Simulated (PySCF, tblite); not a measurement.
**C7H12FPSi: geometry, infrared bands and NMR shifts**

Aim: predict the infrared bands and NMR shifts of C7H12FPSi (`CC#C[C@@H]1CCC[Si@]1(F)P`).

Computed with tblite 0.8.0 and PySCF 2.14.0, with density-fitted response routines of our own, on a single molecule in the gas phase. Atoms count from 0, in the outputs and in this text.

### 1 The molecule as given

22 atoms, charge 0, multiplicity 1; geometry from: force field or distance geometry start.

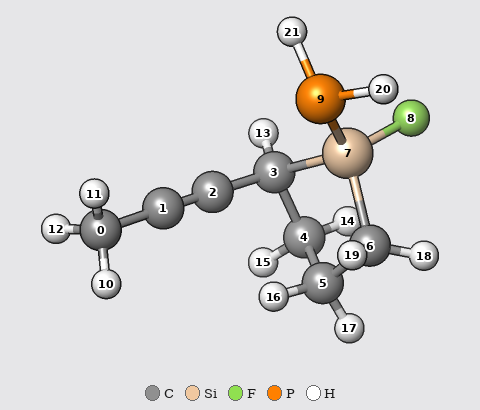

As it starts; carbon grey, silicon light orange, fluorine green, phosphorus orange, hydrogen white, atoms numbered.

### 2 Relaxing the molecule with GFN2-xTB

What the job is given:

```
{"job": {"kind": "relax", "xc": "GFN2-xTB", "basis": "xTB"}, "charge": 0, "multiplicity": 1}
C      3.526400     0.233600    -0.575300
C      2.175900     0.267900     0.054200
C      1.108500     0.264000     0.595900
C     -0.223200     0.257000     1.239400
C     -0.677300    -1.213800     1.365500
C     -0.770600    -1.729900    -0.054300
C     -1.689400    -0.843400    -0.849900
Si    -1.573400     0.804200     0.075400
F     -3.000300     1.038600     0.925100
P     -1.015600     2.440800    -1.229600
H      3.616600    -0.673600    -1.221800
H      3.628500     1.177300    -1.106200
H      4.306900     0.128500     0.223400
H     -0.210900     0.766300     2.195800
H     -1.629400    -1.199500     1.895700
H      0.129600    -1.771400     1.883800
H      0.268800    -1.718800    -0.449300
H     -1.192100    -2.746200    -0.036500
H     -2.722400    -1.209100    -0.885400
H     -1.208300    -0.657700    -1.824100
H     -2.169600     2.732100    -2.093100
H     -0.689100     3.672300    -0.530400
```

On the command line:

```console
> OMP_NUM_THREADS=1 python probes_run.py task.json out
```

One launch serves the whole session: the jobs run in the order shown.

Standard output:

```text
step      E/eV     max force
  0    -817.52496    2.313
  1    -817.78299    3.318
  2    -817.95976    3.584
  3    -818.17468    1.178
  4    -818.30051    1.010
  5    -818.36922    0.768
  6    -818.39429    0.609
  7    -818.41693    0.457
  8    -818.43366    0.486
  9    -818.44699    0.331
 10    -818.45736    0.235
 11    -818.46635    0.231
 12    -818.47558    0.338
 13    -818.48690    0.284
 14    -818.49891    0.251
 15    -818.50837    0.173
 16    -818.51385    0.181
 17    -818.51716    0.136
 18    -818.51989    0.108
 19    -818.52252    0.101
 20    -818.52505    0.117
 21    -818.52746    0.120
 22    -818.52984    0.101
 23    -818.53205    0.095
 24    -818.53376    0.079
 25    -818.53497    0.071
 26    -818.53597    0.065
 27    -818.53702    0.076
 28    -818.53817    0.075
 29    -818.53933    0.072
 30    -818.54042    0.069
 31    -818.54153    0.063
 32    -818.54267    0.065
 33    -818.54371    0.066
 34    -818.54453    0.061
 35    -818.54521    0.055
 36    -818.54602    0.079
 37    -818.54722    0.096
 38    -818.54876    0.094
 39    -818.55021    0.086
 40    -818.55137    0.083
 41    -818.55245    0.088
 42    -818.55372    0.091
 43    -818.55521    0.089
 44    -818.55660    0.067
 45    -818.55767    0.064
 46    -818.55858    0.068
 47    -818.55970    0.084
 48    -818.56120    0.090
 49    -818.56275    0.083
 50    -818.56385    0.082
 51    -818.56449    0.070
 52    -818.56509    0.057
 53    -818.56632    0.074
 54    -818.56761    0.095
 55    -818.56900    0.094
 56    -818.56994    0.068
 57    -818.57061    0.060
 58    -818.57124    0.054
 59    -818.57191    0.073
 60    -818.57260    0.071
 61    -818.57331    0.058
 62    -818.57413    0.079
 63    -818.57520    0.085
 64    -818.57657    0.110
 65    -818.57804    0.109
 66    -818.57949    0.085
 67    -818.58094    0.076
 68    -818.58230    0.079
 69    -818.58361    0.116
 70    -818.58476    0.106
 71    -818.58577    0.139
 72    -818.58678    0.079
 73    -818.58809    0.064
 74    -818.58875    0.075
 75    -818.58963    0.070
 76    -818.59005    0.051
 77    -818.59035    0.035
 78    -818.59061    0.034
 79    -818.59089    0.046
 80    -818.59117    0.047
 81    -818.59147    0.048
 82    -818.59179    0.044
 83    -818.59214    0.049
 84    -818.59250    0.046
 85    -818.59275    0.041
 86    -818.59293    0.037
 87    -818.59313    0.041
 88    -818.59338    0.043
 89    -818.59365    0.036
 90    -818.59386    0.033
 91    -818.59403    0.026
 92    -818.59418    0.033
 93    -818.59434    0.034
 94    -818.59449    0.023
 95    -818.59460    0.021
 96    -818.59470    0.020
 97    -818.59481    0.023
 98    -818.59490    0.019
 99    -818.59497    0.015
100    -818.59503    0.022
101    -818.59510    0.024
102    -818.59520    0.023
103    -818.59526    0.019
104    -818.59530    0.014
105    -818.59533    0.046
106    -818.59537    0.022
107    -818.59541    0.018
108    -818.59549    0.011
109    -818.59551    0.010
```

It took 1.1 s on 1 thread of Arm Neoverse V2, shared host.

Step by step: (not every step is listed)

```
step  energy from step 0 (eV)  largest force (eV/Å)
   0                   0.0000                2.3127
   1                  -0.2580                3.3178
   2                  -0.4348                3.5842
   3                  -0.6497                1.1781
   4                  -0.7756                1.0103
   5                  -0.8443                0.7683
   6                  -0.8693                0.6088
   7                  -0.8920                0.4574
   8                  -0.9087                0.4863
  17                  -0.9922                0.1360
  26                  -1.0110                0.0651
  35                  -1.0203                0.0546
  44                  -1.0316                0.0674
  53                  -1.0414                0.0743
  62                  -1.0492                0.0793
  71                  -1.0608                0.1386
  80                  -1.0662                0.0470
  89                  -1.0687                0.0364
  98                  -1.0699                0.0188
 104                  -1.0703                0.0137
 105                  -1.0704                0.0458
 106                  -1.0704                0.0223
 107                  -1.0705                0.0179
 108                  -1.0705                0.0107
 109                  -1.0706                0.0100
```

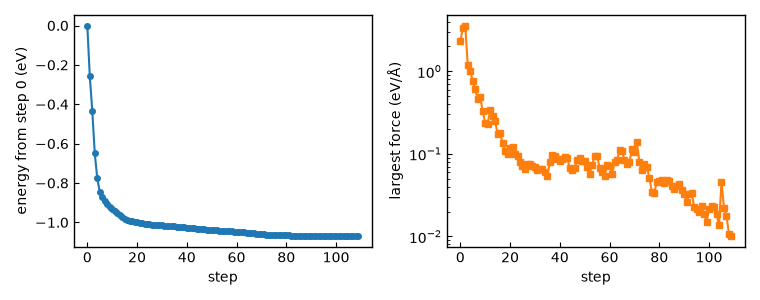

Energy and force, step by step.

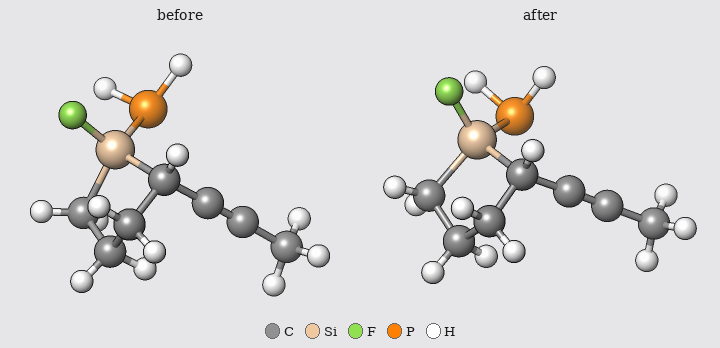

The geometry before (left) and after (right).

Close pairs (by a distance rule), those that changed most:

```csv
bond,before (Å),after (Å),change (Å)
P9–H20,1.470,1.385,-0.085
Si7–P9,2.166,2.241,+0.074
P9–H21,1.453,1.385,-0.068
C3–Si7,1.865,1.918,+0.054
C0–C1,1.490,1.447,-0.043
Si7–F8,1.677,1.640,-0.037
C2–C3,1.479,1.447,-0.032
C0–H12,1.122,1.090,-0.031
```

The next job starts from the end point, and lists it.

### 3 Vibrational analysis with GFN2-xTB

What the job is given:

```
{"job": {"kind": "ir", "xc": "GFN2-xTB", "basis": "xTB"}, "charge": 0, "multiplicity": 1}
C      3.601852     0.560430    -0.350166
C      2.260143     0.413457     0.172572
C      1.160953     0.289969     0.636407
C     -0.180437     0.121755     1.151589
C     -0.564580    -1.364676     1.227077
C     -0.995375    -1.821040    -0.163177
C     -2.082151    -0.867743    -0.662844
Si    -1.472936     0.835085    -0.073331
F     -2.670138     1.546585     0.793574
P     -0.619801     2.165285    -1.661810
H      3.824704    -0.256044    -1.036672
H      3.689959     1.504525    -0.886948
H      4.327626     0.546486     0.463350
H     -0.231080     0.577021     2.144031
H     -1.402061    -1.478763     1.918922
H      0.270740    -1.962796     1.595853
H     -0.133260    -1.768147    -0.831058
H     -1.349880    -2.852785    -0.144292
H     -3.034938    -1.109828    -0.191692
H     -2.216956    -0.957830    -1.738461
H     -1.854842     2.702799    -1.984290
H     -0.337954     3.195639    -0.780269
```

Standard output:

```text
mode    cm-1     km/mol
  1     -35.0      0.00
  2      34.1      0.63
  3      45.4      0.04
  4      54.2     11.49
  5      96.2      0.34
  6     109.3      0.47
  7     137.6     11.00
  8     178.9     24.28
  9     191.7      8.71
 10     239.1      5.66
 11     248.0      6.78
 12     279.8      1.60
 13     316.5      5.51
 14     372.0      7.06
 15     442.0      4.12
 16     485.4     37.51
 17     556.1     36.20
 18     678.9      8.01
 19     688.5     29.18
 20     704.4     30.54
 21     729.4    125.37
 22     749.4     87.22
 23     780.7     49.65
 24     805.8    100.25
 25     903.1      3.94
 26     925.9      0.68
 27     983.8      9.37
 28    1020.9      4.37
 29    1027.1      7.47
 30    1030.5      4.12
 31    1087.3     34.87
 32    1093.6      5.92
 33    1119.7      1.76
 34    1135.1     15.32
 35    1167.5      5.03
 36    1193.7     20.59
 37    1236.0      0.78
 38    1266.8     18.11
 39    1278.7     19.24
 40    1320.9      1.00
 41    1337.1      2.33
 42    1391.8      3.21
 43    1459.3      4.16
 44    1460.0      4.18
 45    1468.4      3.74
 46    1485.4      0.51
 47    1496.8      1.12
 48    2298.7     75.80
 49    2375.2    136.27
 50    2408.3      0.84
 51    2937.4     24.73
 52    2966.8     21.03
 53    2975.1     30.34
 54    2983.3     27.84
 55    2989.8     66.60
 56    2990.9     80.51
 57    2996.3     32.38
 58    3002.1     25.59
 59    3009.5     30.51
 60    3015.0     28.42
```

It took 1.1 s on 1 thread of Arm Neoverse V2, shared host.

Which atoms move in the most intense modes:

```csv
cm⁻¹,km/mol,atoms
729,125.4,"Si7 31 %, C6 21 %, H20 11 %"
749,87.2,"Si7 26 %, F8 22 %, C3 14 %"
781,49.6,"C3 25 %, Si7 13 %"
806,100.2,"C6 23 %, H19 21 %, Si7 19 %"
2299,75.8,"H21 49 %, H20 48 %"
2375,136.3,"H20 49 %, H21 48 %"
2990,66.6,"H17 48 %, H15 20 %, H16 19 %"
2991,80.5,"H18 65 %, H16 23 %"
```

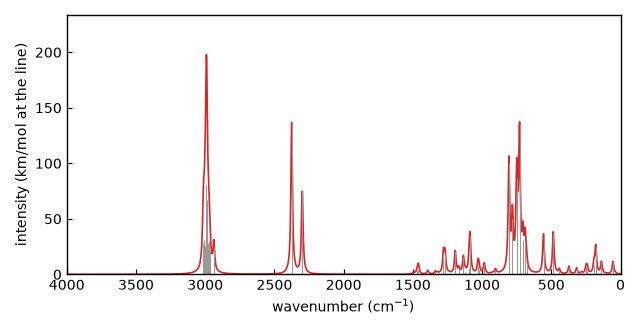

The infrared spectrum from these modes, unscaled. Lines are broadened to a width of 14 cm⁻¹ (Lorentzian).

### 4 Shielding tensors: PBE0/pcSseg-1

Same as in step 3 but for these lines:

```diff
@@ -1,2 +1,2 @@
-{"job": {"kind": "ir", "xc": "GFN2-xTB", "basis": "xTB"}, "charge": 0, "multiplicity": 1}
+{"job": {"kind": "nmr", "xc": "PBE0", "basis": "pcSseg-1"}, "charge": 0, "multiplicity": 1}
 C      3.601852     0.560430    -0.350166
```

With the program's defaults for keys left out, this is: GIAO PBE0/pcSseg-1 NMR shielding, non-relativistic, gas phase.

Standard output:

```text
coarse grid: 19376 points
cycle   1  E = -1003.7678977935  dE =  1.199e+00  |g| = 6.837e-01  |ddm| = 4.732e+00
cycle   2  E = -1003.7157983852  dE =  5.210e-02  |g| = 9.209e-01  |ddm| = 1.547e+00
cycle   3  E = -1003.8653292280  dE = -1.495e-01  |g| = 1.061e-01  |ddm| = 8.720e-01
cycle   4  E = -1003.8672280850  dE = -1.899e-03  |g| = 3.776e-02  |ddm| = 1.478e-01
cycle   5  E = -1003.8675323364  dE = -3.043e-04  |g| = 7.499e-03  |ddm| = 4.935e-02
cycle   6  E = -1003.8675444373  dE = -1.210e-05  |g| = 2.927e-03  |ddm| = 1.123e-02
cycle   7  E = -1003.8675465446  dE = -2.107e-06  |g| = 4.374e-04  |ddm| = 3.752e-03
final grid: 178376 points
cycle   8  E = -1003.9339984821  dE = -4.832e-05  |g| = 8.488e-03  |ddm| = 4.895e-02
cycle   9  E = -1003.9339898131  dE =  8.669e-06  |g| = 1.031e-02  |ddm| = 2.022e-02
cycle  10  E = -1003.9340171512  dE = -2.734e-05  |g| = 1.420e-03  |ddm| = 1.138e-02
cycle  11  E = -1003.9340175734  dE = -4.222e-07  |g| = 5.518e-04  |ddm| = 1.660e-03
cycle  12  E = -1003.9340176411  dE = -6.774e-08  |g| = 1.533e-04  |ddm| = 5.149e-04
cycle  13  E = -1003.9340176465  dE = -5.425e-09  |g| = 3.591e-05  |ddm| = 1.686e-04
cycle  14  E = -1003.9340176467  dE = -1.985e-10  |g| = 1.324e-05  |ddm| = 3.920e-05
converged SCF energy = -1003.9340176467

GIAO shielding tensors (ppm)
atom      isotropic    diamagn.    paramagn.     s11        s22        s33       span
  0 C      182.178     254.208     -72.030    174.158    175.161    197.214     23.056
  1 C      102.931     270.703    -167.771     16.537     26.960    265.297    248.760
  2 C      100.783     263.196    -162.412      2.734     24.878    274.739    272.005
  3 C      165.304     255.421     -90.117    160.567    167.035    168.311      7.743
  4 C      148.335     249.203    -100.868    129.728    156.006    159.271     29.543
  5 C      160.066     249.960     -89.894    138.208    167.762    174.229     36.020
  6 C      166.594     255.582     -88.988    154.206    167.520    178.055     23.849
  7 Si     277.017     878.086    -601.070    236.918    271.588    322.544     85.627
  8 F      334.144     468.082    -133.938    310.378    329.701    362.351     51.974
  9 P      608.966     968.025    -359.059    569.827    622.856    634.214     64.387
 10 H       29.802      30.741      -0.939     24.403     28.375     36.627     12.224
 11 H       29.786      29.794      -0.007     24.011     28.895     36.452     12.441
 12 H       29.776      27.217       2.559     24.220     27.646     37.463     13.243
 13 H       29.505      31.449      -1.944     24.429     27.905     36.180     11.751
 14 H       30.109      32.121      -2.012     25.708     27.570     37.049     11.341
 15 H       29.667      31.608      -1.941     24.767     27.895     36.340     11.573
 16 H       30.133      32.890      -2.757     26.609     28.435     35.357      8.748
 17 H       29.829      30.344      -0.515     24.028     27.495     37.963     13.935
 18 H       30.945      30.563       0.382     26.163     28.289     38.384     12.222
 19 H       30.609      31.190      -0.581     26.578     28.353     36.896     10.318
 20 H       30.452      28.608       1.845     25.265     26.975     39.116     13.851
 21 H       30.123      30.168      -0.045     24.984     27.468     37.919     12.935
```

Run time: 64 s. Hardware: 1 thread of Arm Neoverse V2, shared host; peak memory 1.1 GiB.

The references, computed at this level on geometries of the same kind, shield at (ppm): 1H TMS 31.72, 13C TMS 186.9, 29Si TMS 349.2, 19F CFCl3 170.9, 31P H3PO4 318.4. Their shielding less the atom's gives the shift. The references are single molecules in the gas phase, so shifts against H2O, NH3, PH3, H3PO4 or CFCl3 are not on the usual liquid scales and can be off by tens of ppm. Atoms listed in one row are averaged.

```csv
atoms,environment,σ (ppm),δ (ppm),δ scaled to CDCl3
C2,alkyne carbon,100.8,86.1,82.2
C1,alkyne carbon,102.9,84.0,80.1
C4,sp3 CH2 in a ring,148.3,38.6,35.7
C5,sp3 CH2 in a ring,160.1,26.9,24.3
C3,propargylic sp3 CH bonded to Si,165.3,21.6,19.2
C6,sp3 CH2 bonded to Si,166.6,20.3,17.9
C0,propargylic methyl carbon,182.2,4.7,2.7
H13,hydrogen on a propargylic sp3 CH bonded to Si,29.50,2.21,2.19
H15,hydrogen on an sp3 CH2 in a ring,29.67,2.05,2.04
"H10, H11, H12",hydrogen on a propargylic methyl carbon,29.79,1.93,1.92
H17,hydrogen on an sp3 CH2 in a ring,29.83,1.89,1.89
H14,hydrogen on an sp3 CH2 in a ring,30.11,1.61,1.62
H16,hydrogen on an sp3 CH2 in a ring,30.13,1.58,1.60
"H20, H21",hydrogen on a phosphorus bonded to Si,30.29,1.43,–
H19,hydrogen on an sp3 CH2 bonded to Si,30.61,1.11,1.15
H18,hydrogen on an sp3 CH2 bonded to Si,30.95,0.77,0.83
Si7,"silicon bonded to 2 C, F, P, in a 5-membered ring",277.0,72.1,–
F8,fluorine bonded to Si,334.1,-163.2,–
P9,"phosphorus bonded to Si, 2 H",609.0,-290.6,–
```

The scaled column applies a straight-line fit of computed shieldings to shifts measured in CDCl3, and one for carbons that bear F (root-mean-square error 0.16 ppm for H, 1.9 ppm for C).

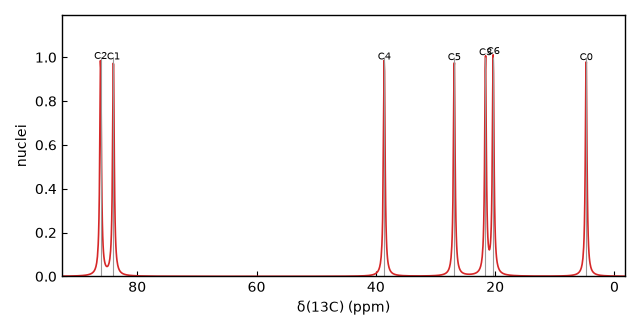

13C lines at the computed shifts, without couplings. Lines are broadened to a width of 0.33 ppm (Lorentzian).

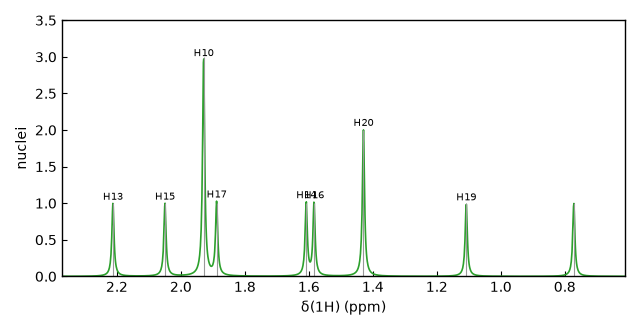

1H lines at the computed shifts, without couplings. Lines are broadened to a width of 0.01 ppm (Lorentzian).

Charges from the same density, by scheme (e):

```
atoms  Mulliken    IAO  Hirshfeld  ESP fit
   C0     -0.19  -0.43      -0.10    -0.65
   C1     -0.40  -0.07      -0.06     0.25
   C2      0.12  -0.09      -0.07    -0.43
   C3     -0.57  -0.41      -0.10     0.04
   C4     -0.16  -0.24      -0.06    -0.17
   C5     -0.23  -0.25      -0.07     0.05
   C6     -0.54  -0.56      -0.17    -0.28
  Si7      1.05   1.14       0.41     0.62
   F8     -0.42  -0.53      -0.22    -0.36
   P9     -0.22  -0.10      -0.01    -0.36
```

IAO charges:

C0 -0.43; C1 -0.07; C2 -0.09; C3 -0.41; C4 -0.24; C5 -0.25; C6 -0.56; Si7 1.14; F8 -0.53; P9 -0.10; H10 0.17; H11 0.17; H12 0.17; H13 0.17; H14 0.13; H15 0.15; H16 0.14; H17 0.14; H18 0.15; H19 0.15; H20 0.00; H21 0.01

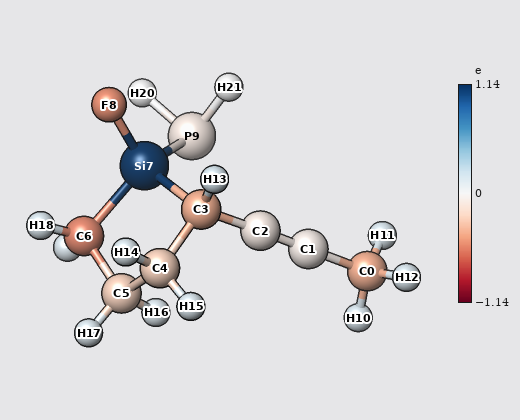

IAO charges, as colours on the atoms.

Mayer bond orders: C0–C1 1.24, C1–C2 2.59, C2–C3 1.03, C3–C4 1.03, C4–C5 1.02, C5–C6 1.02, C6–Si7 0.91, Si7–F8 0.93, Si7–P9 1.04, Si7–C3 0.81.

Ring of atoms C3, C4, C5, C6, Si7: NICS(0) -4.7, NICS(1) -4.0, NICS(1)zz -2.4 ppm (means of both faces).

### 5 What came out

| quantity | value |
| --- | --- |
| strongest single infrared mode (GFN2-xTB) | 2375 cm⁻¹, 136 km/mol |
| zero-point energy (GFN2-xTB) | 105.4 kcal/mol |
| 13C shifts against TMS (PBE0/pcSseg-1) | 86.1, 84.0, 38.6, 26.9, 21.6, 20.3, 4.7 ppm |
| 1H shifts against TMS (PBE0/pcSseg-1, means over atoms taken as alike) | 2.21, 2.05, 1.93, 1.89, 1.61, 1.58, 1.43, 1.11, 0.77 ppm |
| 29Si shifts against TMS (PBE0/pcSseg-1) | 72.1 ppm |
| 19F shifts against CFCl3 (PBE0/pcSseg-1) | -163.2 ppm |
| 31P shifts against H3PO4 (PBE0/pcSseg-1) | -290.6 ppm |

Over 109 steps the energy fell by 1.071 eV; of the close pairs, P9–H20 changed most, 1.470 to 1.385 Å. The lowest mode is imaginary (35i cm⁻¹), so the xTB geometry is not a minimum. The strongest single mode, at 2375 cm⁻¹, moves mainly H20 and H21. GFN2-xTB is a fitted tight-binding method: band positions and strengths are rough. Its intensities can rank the bands wrongly. At PBE0/pcSseg-1: The largest span, 272 ppm, is at C2, where the paramagnetic term is -162 ppm.
